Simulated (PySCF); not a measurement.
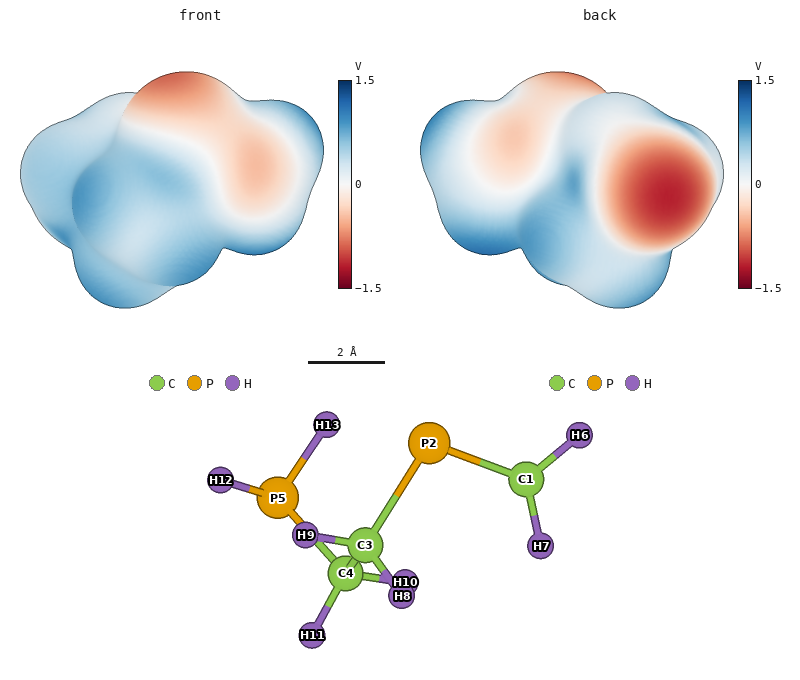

The picture shows: C3H8P2. The electrostatic potential painted on the density surface at 0.002 e/bohr³, seen from the front and from behind; the colour scale runs from red (negative) to blue (positive). The bare structure is drawn below in the same view.

Geometry: GFN2-xTB.

Level of theory: PySCF, PBE0/pcSseg-1, SCF density, gas phase, non-relativistic.

```xyz
13

C    -2.2120    0.2462    0.6197
P    -1.3144    0.7034   -0.7027
C    -0.0211   -0.6544   -0.7302
C     1.0491   -0.4666    0.3386
P     2.0769    1.0731    0.1653
H    -3.0559    0.8421    0.9232
H    -2.0102   -0.6317    1.2125
H    -0.5252   -1.6153   -0.5886
H     0.4422   -0.6623   -1.7214
H     0.5959   -0.4344    1.3347
H     1.7428   -1.3153    0.3273
H     2.2351    0.9725   -1.2178
H     0.9923    1.9432    0.0218
```

Q: Which sites attract a positive test charge, and which a negative one?

A: A positive charge is drawn to the negative regions and a negative charge to the positive ones. The most negative region (about −1.1 V) lies over P5, the most positive (about +1.0 V) over H7.

Q: How polar is the molecule by this calculation?

A: Its dipole moment is 1.66 D.
